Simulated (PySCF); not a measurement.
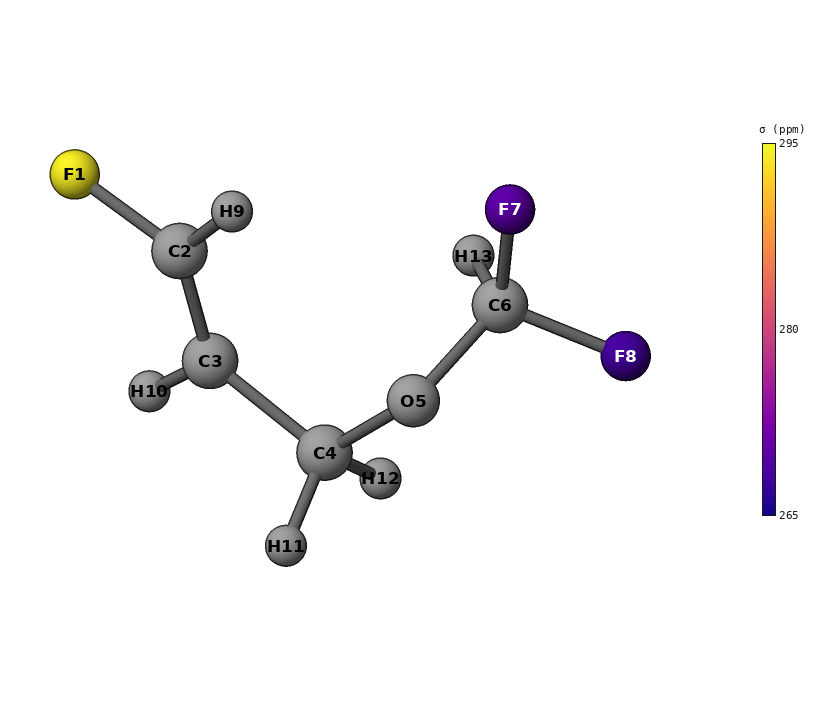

Atoms are coloured by their isotropic NMR shieldings (F only, the others grey). Computed geometry: GFN2-xTB optimisation. No frequency run is at hand to confirm it as a minimum. Properties computed with GIAO PBE0/pcSseg-1 NMR shielding, non-relativistic, gas phase (PySCF 2.14.0).

List the isotropic NMR shieldings of the F atoms.

| atom | σ (ppm) |
| --- | --- |
| F1 | 294.0 |
| F7 | 270.0 |
| F8 | 268.5 |
